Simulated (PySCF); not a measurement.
```xyz
15

C    -1.9012    1.4396   -0.1543
O    -0.9316    0.4338   -0.2621
C    -0.5920   -0.1697    0.9730
Si    0.7486   -1.4412    0.4942
Si    2.0932   -0.3926   -1.0633
H    -2.8359    1.0456    0.2652
H    -1.5503    2.2604    0.4852
H    -2.0836    1.8150   -1.1600
H    -1.4812   -0.6212    1.4317
H    -0.2229    0.5901    1.6761
H     1.3877   -1.8625    1.7525
H     0.0443   -2.6348    0.0039
H     3.2430   -1.2393   -1.4089
H     2.6613    0.8648   -0.5603
H     1.4162   -0.0799   -2.3221
```

Geometry: GFN2-xTB, NEB image 0 of 0 to 8.

Level of theory: PySCF, PBE0/pcSseg-1, SCF density, gas phase, non-relativistic.

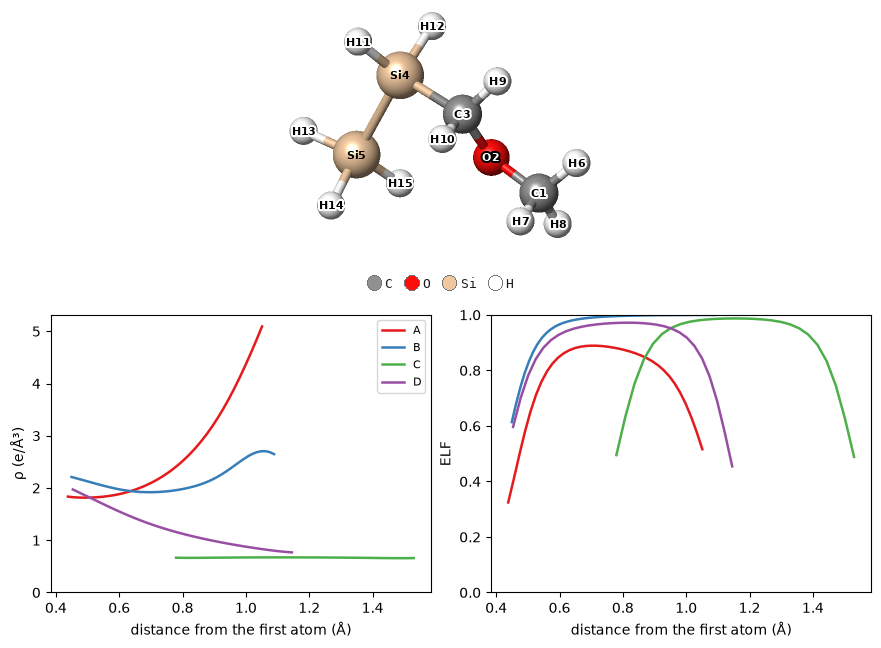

C2H10OSi2 (SMILES COC[SiH2][SiH3]). Total electron density and electron localisation function along straight lines between neighbouring atoms. The curves leave out the atomic cores. The structure is drawn too.

> Which curve belongs to which contact (C–H, C–O, C–Si and Si–Si)? The first atom named is at distance zero.

Curve A: C–O (1.40 Å): the density is about 2.1 e/Å³ at the midpoint, with its minimum of 1.8 e/Å³ about 0.5 Å from C; the ELF peaks at about 0.90 between the atoms; a polar covalent bond. Curve B: C–H (1.09 Å): the density is about 2.1 e/Å³ at the midpoint; the ELF climbs to about 1 towards the hydrogen, as it does in any bond to H (a covalent bond by its length). Curve C: Si–Si (2.31 Å): ρ is about 0.67 e/Å³ halfway; the ELF peaks at about 1 between the atoms: localised, covalent bonding. Curve D: C–Si (1.91 Å): the density is about 0.92 e/Å³ at the midpoint; the ELF peaks at about 1 between the atoms, as expected for a shared electron pair.
